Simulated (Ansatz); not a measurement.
# SiH₄···HF···NH₃: what the fields show

| atom | x (Å) | y (Å) | z (Å) |
| --- | --- | --- | --- |
| Si | -0.7142 | 0.8604 | -1.6994 |
| H | -0.2103 | -0.4861 | -1.2506 |
| H | -1.0829 | 0.7050 | -3.1543 |
| H | 0.3704 | 1.8807 | -1.5911 |
| H | -1.9420 | 1.2332 | -0.9362 |
| H | 0.3183 | 0.2875 | 1.4064 |
| F | 0.0084 | 1.2300 | 1.2178 |
| H | 0.5941 | -1.5529 | 0.5628 |
| N | 0.7535 | -1.2061 | 1.5051 |
| H | 1.7355 | -1.2620 | 1.7589 |
| H | 0.1690 | -1.6894 | 2.1809 |

Level of theory: UKS B3LYP-D4/6-31G (Ansatz 0.2.0).

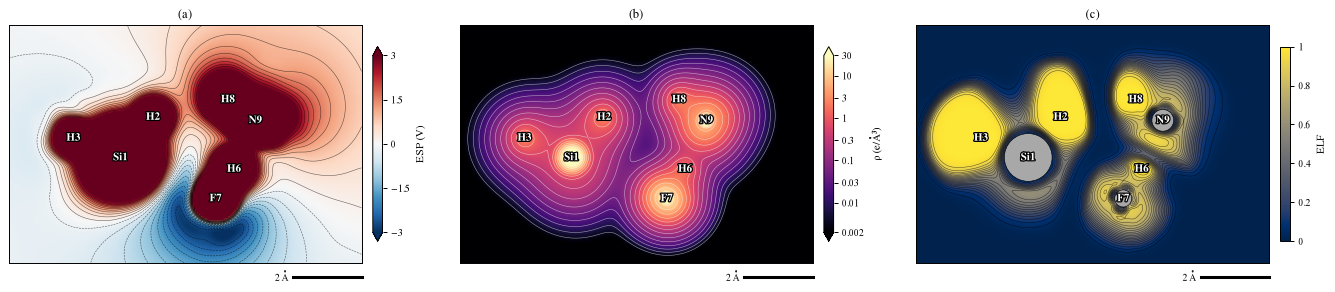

Figure 1. (a) electrostatic potential; (b) total electron density; (c) electron localisation function on the plane of atoms H2, Si1 and H3. Grey discs cover the atomic cores in the ELF map.

What does the map show?

Answer. The section cuts through Si, H, F and N sites. N9···H6 (1.56 Å): the density falls to about 0.54 e/Å³ on the way; the ELF climbs to about 0.95 towards the hydrogen, as it does in any bond to H: a closed-shell contact with the geometry of a hydrogen bond. F–H (1.01 Å): the density is about 3.5 e/Å³ at the midpoint; the ELF climbs to about 1 towards the hydrogen. N–H (1.02 Å): ρ is about 2.7 e/Å³ halfway; the ELF climbs to about 1 towards the hydrogen (a covalent bond by its length). Si–H (1.51 Å): the density is about 0.64 e/Å³ at the midpoint; the ELF climbs to about 1 towards the hydrogen. The ELF also peaks beside F7, away from the bonds: lone-pair regions. Outside the dense part of the complex the potential is most negative (−3.1 V) near F7.

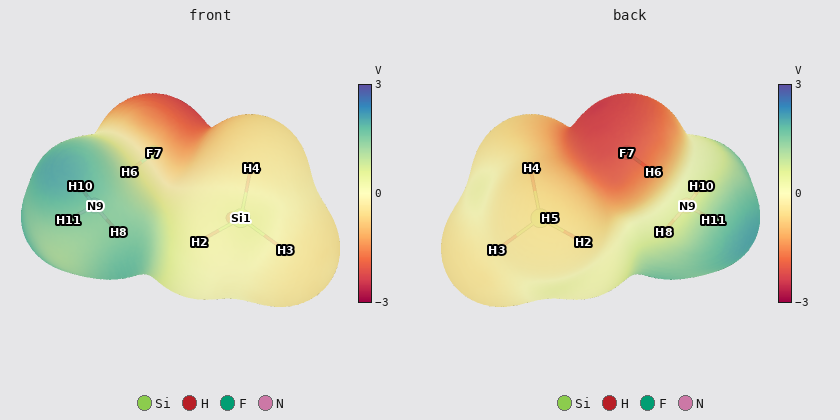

Figure 2. The electrostatic potential painted on the density surface at 0.001 e/bohr³, seen from the front and from behind; red is negative and blue positive.

Where is the surface potential most negative and most positive?

Answer. The most negative region (about −2.3 V) lies over F7, the most positive (about +2.0 V) over H10 and H11.

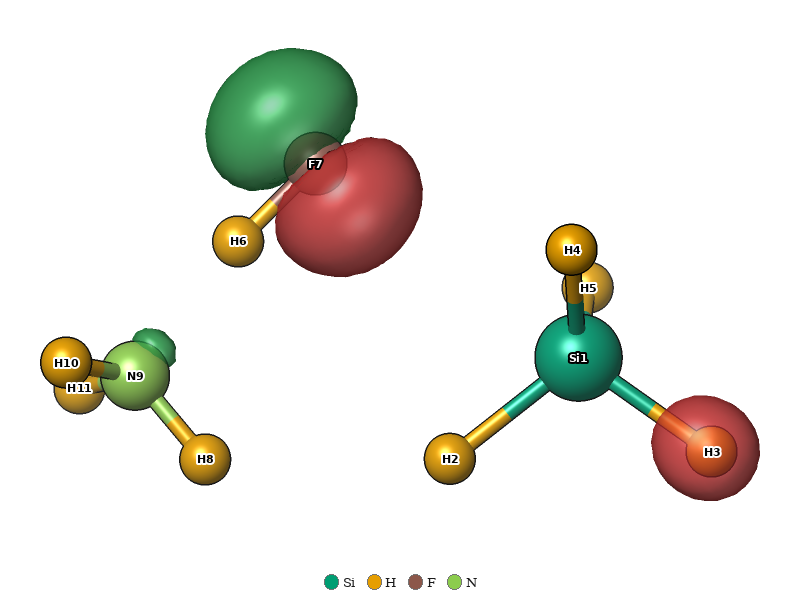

Figure 3. The HOMO at ±0.2 Å⁻³ᐟ² (green and red are the two phases), seen across its widest extent.

Describe this orbital and give its energy.

Answer. By Hirshfeld shares it lies mainly on F7 (about 75 %) and H3 (about 5 %); largely a lone pair of F7. Its energy is −8.11 eV.
